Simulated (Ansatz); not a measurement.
```yaml
crystal:
  lattice:
    - [4.38086, -4.38086, 0.00000]
    - [4.38086, 4.38086, 0.00000]
    - [0.00000, 0.00000, 10.61193]
  atoms:
    - { symbol: La, position: [0.75143, 0.24857, 0.25687] }
    - { symbol: La, position: [0.24857, 0.75143, 0.25687] }
    - { symbol: La, position: [0.24857, 0.24857, 0.74313] }
    - { symbol: La, position: [0.75143, 0.75143, 0.74313] }
    - { symbol: Au, position: [0.00000, 0.00000, 0.00000] }
    - { symbol: Ag, position: [0.50000, 0.50000, 0.00000] }
    - { symbol: Ag, position: [0.00000, 0.50000, 0.00000] }
    - { symbol: Ag, position: [0.50000, 0.00000, 0.00000] }
    - { symbol: Sb, position: [0.74993, 0.25007, 0.82918] }
    - { symbol: Sb, position: [0.25007, 0.74993, 0.82918] }
    - { symbol: Sb, position: [0.25007, 0.25007, 0.17082] }
    - { symbol: Sb, position: [0.74993, 0.74993, 0.17082] }
    - { symbol: Sb, position: [0.00000, 0.00000, 0.50000] }
    - { symbol: Sb, position: [0.50000, 0.50000, 0.50000] }
    - { symbol: Sb, position: [0.00000, 0.50000, 0.50000] }
    - { symbol: Sb, position: [0.50000, 0.00000, 0.50000] }
```

Space group P-42m; a generated structure, not necessarily the stable one.

These are results of Ansatz, DFT PBEsol, scalar-relativistic, plane waves, PAW, not measurements.

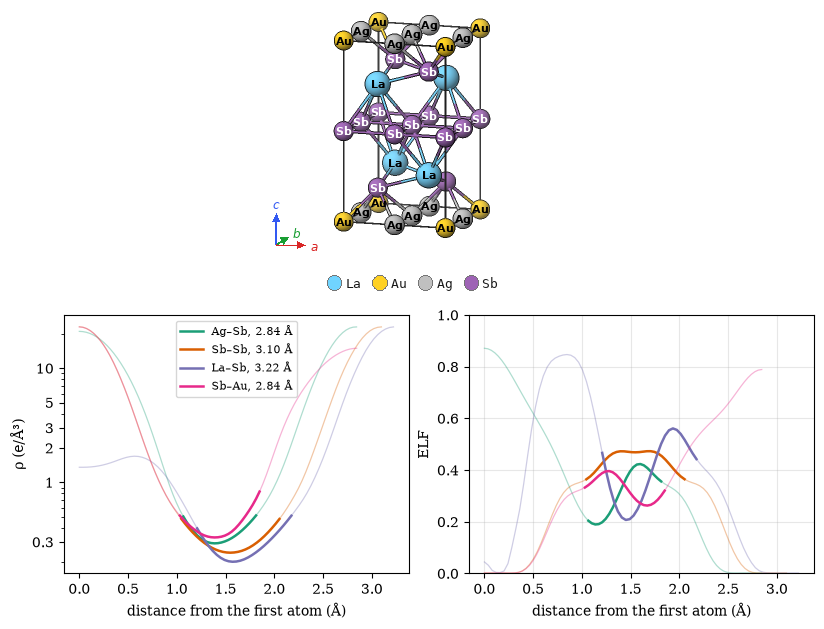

La4Ag3Sb8Au. Valence charge density (pseudo) and electron localisation function along straight lines between neighbouring atoms. Thin, pale parts lie inside the atomic spheres. The structure is drawn too.

The density is the valence pseudo-density of a PAW calculation; it isn't the true density close to the nuclei.

What can be read from the curves?

Ag–Sb (2.84 Å): ρ at the midpoint is about 0.29 e/Å³; the ELF is about 0.35 at the midpoint (no shared electron pair shows on this line).
Sb–Sb (3.10 Å): the density is about 0.24 e/Å³ at the midpoint; the ELF is about 0.45 at the midpoint.
La–Sb (3.22 Å): ρ is about 0.2 e/Å³ halfway; the ELF peaks at about 0.55 in the valence shell of Sb, 1.3 Å from its nucleus, and drops to about 0.20 between the two atoms (no shared electron pair shows on this line).
Sb–Au (2.84 Å): the density is about 0.33 e/Å³ at the midpoint; the ELF is about 0.35 at the midpoint (no localised pair shows between them).
